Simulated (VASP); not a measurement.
Energy against volume of SrO (rock salt). Calculation: RPBE GGA, VASP's PBE PAW potentials (set 64) (plane waves; VASP 6.6.1).

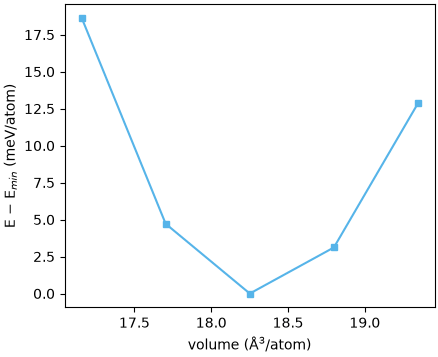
*Energy against volume*

Question: Estimate the equilibrium volume and the bulk modulus.

Answer: The minimum lies near 18.3 Å³/atom, and the curvature gives B0 of about 75 GPa.

Measured: bulk modulus 91.0 GPa at 300 K (computed value off by -17.2 %), a 5.160 Å at 300 K (computed value off by +2.1 %), as given by Juan A. Santana et al., The Journal of Chemical Physics (2016), arXiv:1608.06321. The calculation is for a static lattice, while the measured bulk modulus, a hold thermal and zero-point effects, which are part of the difference.

The compound is SrO in the rock salt structure. It was relaxed first, which changed the volume by +7 %.
